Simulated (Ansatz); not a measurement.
Geometry relaxation of BH2F3 (part 2 of 2)

Continued. System: BH2F3. Method: RKS PBE0-D4/def2-SVPD (Ansatz 0.2.0). It belongs to a series of runs on one base structure; here: end point B relaxed.

Geometry of the input (Å):
```
B  -0.0076  -0.4188  -0.4159
F  0.0030  -0.0221  2.0736
F  1.1305  0.1819  -0.6890
F  -1.1315  0.1435  -0.8008
H  -0.0145  -1.4966  0.0992
H  0.1315  -0.9137  1.8671
```

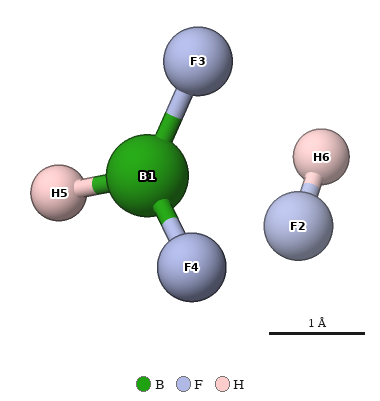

*The geometry at step 20 of the log (ball-and-stick view, seen at a tilt; atoms are numbered from 1 in the order of the input).*

## Trajectory as extended XYZ, continued
```
6
Properties=species:S:1:pos:R:3:forces:R:3 step=8 energy=-8847.55671 accepted=F
B    -0.0023   -0.4557   -0.5461   -0.0350  -0.0921  -0.1869
F    -0.0600   -0.0868    1.9279    0.3934  -1.1265   1.0966
F     1.1330    0.1998   -0.7092   -0.0159  -0.0262   0.0705
F    -1.1257    0.2195   -0.7110    0.0530  -0.0514   0.0616
H    -0.0101   -1.6506   -0.3941   -0.0057   0.1698   0.0480
H     0.1764   -0.7521    2.5667   -0.3899   1.1264  -1.0898
6
Properties=species:S:1:pos:R:3:forces:R:3 step=9 energy=-8847.58200
B    -0.0034   -0.4458   -0.5378   -0.0049   0.0255  -0.0057
F    -0.0274   -0.0521    1.9762   -0.0252   0.1013  -0.0726
F     1.1291    0.2042   -0.7269   -0.0003   0.0036   0.0046
F    -1.1310    0.2043   -0.7491    0.0036   0.0046   0.0035
H    -0.0054   -1.6131   -0.2735    0.0002  -0.0398  -0.0105
H     0.1494   -0.8234    2.4452    0.0267  -0.0952   0.0807
6
Properties=species:S:1:pos:R:3:forces:R:3 step=10 energy=-8847.57695 accepted=F
B    -0.0033   -0.4550   -0.5544   -0.0031   0.0303   0.1183
F    -0.0606   -0.0832    1.9330    0.2137  -0.6266   0.5676
F     1.1331    0.2010   -0.7042   -0.0155  -0.0365  -0.0347
F    -1.1261    0.2180   -0.7197    0.0183  -0.0361  -0.0450
H    -0.0119   -1.6359   -0.3429   -0.0021   0.0360  -0.0674
H     0.1801   -0.7707    2.5224   -0.2113   0.6329  -0.5388
6
Properties=species:S:1:pos:R:3:forces:R:3 step=11 energy=-8847.58379
B    -0.0043   -0.4497   -0.5427   -0.0031   0.0056  -0.0042
F    -0.0542   -0.0663    1.9636   -0.0053   0.0055  -0.0072
F     1.1321    0.1998   -0.7118    0.0011   0.0018   0.0051
F    -1.1276    0.2114   -0.7418   -0.0004   0.0050  -0.0015
H    -0.0122   -1.6242   -0.3087   -0.0004  -0.0165  -0.0094
H     0.1775   -0.7969    2.4756    0.0082  -0.0013   0.0172
6
Properties=species:S:1:pos:R:3:forces:R:3 step=12 energy=-8847.58421
B    -0.0060   -0.4534   -0.5514    0.0039   0.0036   0.0425
F    -0.0804   -0.0822    1.9558    0.0865  -0.2264   0.1834
F     1.1348    0.1958   -0.6952   -0.0114  -0.0125  -0.0096
F    -1.1247    0.2183   -0.7412    0.0059  -0.0039  -0.0175
H    -0.0206   -1.6327   -0.3379   -0.0003   0.0098  -0.0286
H     0.2082   -0.7716    2.5041   -0.0846   0.2294  -0.1702
6
Properties=species:S:1:pos:R:3:forces:R:3 step=13 energy=-8847.58721
B    -0.0093   -0.4562   -0.5605   -0.0050  -0.0044  -0.0073
F    -0.1267   -0.1142    1.9674    0.0299  -0.0722   0.0573
F     1.1384    0.1863   -0.6727    0.0096   0.0055   0.0061
F    -1.1189    0.2277   -0.7574   -0.0031   0.0091   0.0004
H    -0.0360   -1.6389   -0.3757   -0.0024  -0.0117  -0.0020
H     0.2639   -0.7307    2.5332   -0.0290   0.0737  -0.0545
6
Properties=species:S:1:pos:R:3:forces:R:3 step=14 energy=-8847.59122
B    -0.0136   -0.4578   -0.5515   -0.0004  -0.0310  -0.0205
F    -0.2012   -0.1858    1.9459    0.0329  -0.0437   0.0637
F     1.1460    0.1718   -0.6234    0.0044   0.0039   0.0151
F    -1.1079    0.2464   -0.7628    0.0000   0.0075   0.0055
H    -0.0592   -1.6442   -0.3943   -0.0047   0.0089  -0.0140
H     0.3473   -0.6562    2.5203   -0.0322   0.0543  -0.0498
6
Properties=species:S:1:pos:R:3:forces:R:3 step=15 energy=-8847.45182 accepted=F
B    -0.0185   -0.4645   -0.5553    0.0194   0.0389   0.1436
F    -0.3099   -0.2877    1.9338    2.7045  -0.8912   2.0099
F     1.1571    0.1489   -0.5501   -0.1069  -0.0724  -0.0205
F    -1.0917    0.2736   -0.7649    0.0619  -0.0383  -0.0498
H    -0.0927   -1.6557   -0.4371    0.0121   0.0630  -0.0802
H     0.4672   -0.5404    2.5077   -2.6911   0.9001  -2.0030
6
Properties=species:S:1:pos:R:3:forces:R:3 step=16 energy=-8847.59528
B    -0.0182   -0.4657   -0.5648    0.0059   0.0139  -0.0052
F    -0.2363   -0.2272    1.9695    0.0719  -0.0678   0.0738
F     1.1475    0.1583   -0.5819   -0.0207  -0.0165   0.0080
F    -1.1023    0.2558   -0.7705    0.0163  -0.0045   0.0030
H    -0.0764   -1.6564   -0.4532   -0.0023   0.0080  -0.0029
H     0.3971   -0.5908    2.5352   -0.0712   0.0669  -0.0767
6
Properties=species:S:1:pos:R:3:forces:R:3 step=17 energy=-8847.59846
B    -0.0226   -0.4710   -0.5585   -0.0381  -0.0399   0.0954
F    -0.2645   -0.2697    1.9590    0.0820  -0.0650   0.0901
F     1.1454    0.1452   -0.5160    0.0571   0.0156  -0.0323
F    -1.0958    0.2640   -0.7675   -0.0168   0.0179  -0.0386
H    -0.0922   -1.6638   -0.4784    0.0027   0.0121  -0.0342
H     0.4411   -0.5306    2.4956   -0.0870   0.0593  -0.0804
6
Properties=species:S:1:pos:R:3:forces:R:3 step=18 energy=-8847.55238 accepted=F
B    -0.0327   -0.4710   -0.5045   -0.0332  -0.2476  -0.6715
F    -0.3141   -0.3515    1.9674    1.5563  -0.1783   0.8886
F     1.1489    0.1222   -0.4646    0.0447   0.0610   0.2410
F    -1.0819    0.2776   -0.7858   -0.0122   0.0508   0.2251
H    -0.1134   -1.6713   -0.5352   -0.0086   0.1364   0.2595
H     0.5046   -0.4319    2.4568   -1.5471   0.1776  -0.9427
6
Properties=species:S:1:pos:R:3:forces:R:3 step=19 energy=-8847.60250
B    -0.0257   -0.4718   -0.5505   -0.0301  -0.0368   0.0086
F    -0.2848   -0.3188    1.9646    0.0718  -0.0450   0.0676
F     1.1477    0.1351   -0.4887    0.0236   0.0087   0.0008
F    -1.0896    0.2736   -0.7734    0.0087   0.0088  -0.0041
H    -0.1040   -1.6655   -0.4938    0.0004   0.0217  -0.0059
H     0.4678   -0.4785    2.4760   -0.0743   0.0425  -0.0669
6
Properties=species:S:1:pos:R:3:forces:R:3 step=20 energy=-8847.60618
B    -0.0279   -0.4736   -0.5453   -0.0271  -0.0218   0.0034
F    -0.3013   -0.3673    1.9703    0.1106  -0.0343   0.0774
F     1.1496    0.1247   -0.4593    0.0078   0.0044   0.0085
F    -1.0829    0.2832   -0.7728    0.0189   0.0037  -0.0012
H    -0.1145   -1.6669   -0.5061   -0.0015   0.0135  -0.0071
H     0.4885   -0.4261    2.4473   -0.1087   0.0345  -0.0809
6
Properties=species:S:1:pos:R:3:forces:R:3 step=21 energy=-8847.61168
B    -0.0326   -0.4785   -0.5347    0.0041  -0.0059   0.0125
F    -0.3098   -0.4306    1.9738    0.0929  -0.0156   0.0595
F     1.1486    0.1077   -0.4026   -0.0129  -0.0071   0.0038
F    -1.0738    0.2952   -0.7666    0.0104   0.0085  -0.0034
H    -0.1294   -1.6709   -0.5316   -0.0021   0.0041  -0.0090
H     0.5083   -0.3488    2.3959   -0.0924   0.0161  -0.0634
6
Properties=species:S:1:pos:R:3:forces:R:3 step=22 energy=-8847.61677
B    -0.0361   -0.4868   -0.5213   -0.0094   0.0253   0.0093
F    -0.3072   -0.4886    1.9803   -0.1333  -0.0611  -0.0450
F     1.1468    0.0843   -0.3369   -0.0113  -0.0070  -0.0037
F    -1.0646    0.3064   -0.7451    0.0246  -0.0041  -0.0016
H    -0.1418   -1.6766   -0.5719   -0.0021  -0.0102  -0.0028
H     0.5143   -0.2645    2.3291    0.1315   0.0570   0.0438
6
Properties=species:S:1:pos:R:3:forces:R:3 step=23 energy=-8847.61654 accepted=F
B    -0.0357   -0.4875   -0.5202   -0.0105   0.0179   0.0058
F    -0.3040   -0.5007    1.9817   -0.3271  -0.1227  -0.1274
F     1.1484    0.0804   -0.3344   -0.0072  -0.0032   0.0000
F    -1.0626    0.3089   -0.7395    0.0197  -0.0001  -0.0020
H    -0.1440   -1.6768   -0.5758   -0.0019  -0.0117  -0.0030
H     0.5092   -0.2502    2.3224    0.3270   0.1198   0.1266
6
Properties=species:S:1:pos:R:3:forces:R:3 step=24 energy=-8847.61694
B    -0.0364   -0.4869   -0.5197   -0.0028   0.0149  -0.0100
F    -0.3095   -0.4960    1.9810    0.1954   0.0338   0.0877
F     1.1474    0.0829   -0.3357   -0.0133  -0.0075   0.0063
F    -1.0633    0.3079   -0.7445    0.0185  -0.0018   0.0046
H    -0.1429   -1.6768   -0.5735   -0.0029  -0.0030   0.0040
H     0.5161   -0.2570    2.3266   -0.1950  -0.0363  -0.0926
6
Properties=species:S:1:pos:R:3:forces:R:3 step=25 energy=-8847.62022
B    -0.0370   -0.4926   -0.5145   -0.0044   0.0196   0.0101
F    -0.2920   -0.5587    1.9932    0.0038  -0.0060   0.0012
F     1.1497    0.0617   -0.3021    0.0043  -0.0074   0.0031
F    -1.0522    0.3214   -0.7230    0.0006  -0.0071  -0.0029
H    -0.1555   -1.6789   -0.6001   -0.0022  -0.0064  -0.0067
H     0.4984   -0.1789    2.2807   -0.0022   0.0072  -0.0048
6
Properties=species:S:1:pos:R:3:forces:R:3 step=26 energy=-8847.56779 accepted=F
B    -0.0424   -0.5042   -0.4950    0.0626  -0.0240  -0.2217
F    -0.2572   -0.6539    2.0195    1.6061   1.3732   0.4124
F     1.1525    0.0229   -0.2506   -0.0304  -0.0208   0.0691
F    -1.0347    0.3410   -0.6937   -0.0211  -0.0296   0.0869
H    -0.1748   -1.6828   -0.6666   -0.0094   0.0655   0.0935
H     0.4680   -0.0488    2.2206   -1.6078  -1.3644  -0.4402
6
Properties=species:S:1:pos:R:3:forces:R:3 step=27 energy=-8847.62041
B    -0.0376   -0.4942   -0.5132   -0.0028   0.0184   0.0065
F    -0.2894   -0.5628    1.9943    0.0210   0.0031   0.0098
F     1.1489    0.0578   -0.2932    0.0052  -0.0066   0.0003
F    -1.0514    0.3221   -0.7191    0.0004  -0.0073  -0.0016
H    -0.1566   -1.6798   -0.6087   -0.0020  -0.0035  -0.0024
H     0.4975   -0.1691    2.2740   -0.0218  -0.0040  -0.0125
6
Properties=species:S:1:pos:R:3:forces:R:3 step=28 energy=-8847.61903 accepted=F
B    -0.0350   -0.4966   -0.5144   -0.0372  -0.0007   0.1478
F    -0.2774   -0.5972    1.9929    0.2220   0.1412   0.0867
F     1.1528    0.0445   -0.2726    0.0033  -0.0013  -0.0541
F    -1.0462    0.3293   -0.6950    0.0236  -0.0112  -0.0487
H    -0.1638   -1.6809   -0.6187    0.0129   0.0145  -0.0570
H     0.4811   -0.1249    2.2420   -0.2246  -0.1424  -0.0747
6
Properties=species:S:1:pos:R:3:forces:R:3 step=29 energy=-8847.62059
B    -0.0380   -0.4959   -0.5076    0.0008  -0.0008  -0.0369
F    -0.2840   -0.5778    1.9970    0.0474   0.0238   0.0129
F     1.1502    0.0507   -0.2823    0.0023  -0.0004   0.0136
F    -1.0487    0.3250   -0.7103   -0.0007  -0.0030   0.0128
H    -0.1593   -1.6803   -0.6194   -0.0027   0.0041   0.0142
H     0.4911   -0.1476    2.2568   -0.0471  -0.0237  -0.0166
6
Properties=species:S:1:pos:R:3:forces:R:3 step=30 energy=-8847.62067
B    -0.0380   -0.4961   -0.5087    0.0535  -0.0179   0.0106
F    -0.2811   -0.5835    1.9965   -0.0001  -0.0002   0.0010
F     1.1513    0.0484   -0.2795   -0.0190  -0.0066  -0.0038
F    -1.0474    0.3259   -0.7058   -0.0317   0.0262  -0.0058
H    -0.1605   -1.6800   -0.6203   -0.0023  -0.0017  -0.0008
H     0.4872   -0.1405    2.2520   -0.0005   0.0002  -0.0011
6
Properties=species:S:1:pos:R:3:forces:R:3 step=31 energy=-8847.62070
B    -0.0372   -0.4967   -0.5090   -0.0001  -0.0001   0.0006
F    -0.2807   -0.5849    1.9985    0.0001  -0.0005  -0.0012
F     1.1514    0.0475   -0.2791   -0.0005  -0.0007   0.0003
F    -1.0474    0.3264   -0.7046   -0.0003   0.0006  -0.0002
H    -0.1609   -1.6803   -0.6226    0.0005   0.0002   0.0002
H     0.4862   -0.1379    2.2510    0.0003   0.0005   0.0004
```

## Results in brief

```tsv
quantity	value
outcome	converged
total energy	−8847.6207 eV
mean-field energy	−8847.5752 eV
largest force (length of the vector) at the end	0.001 eV/Å
hardware	2 threads of Arm Neoverse V1, 24 GiB of memory available, shared host
wall time	45 s (CPU time 88 s)
peak memory	0.17 GiB
```
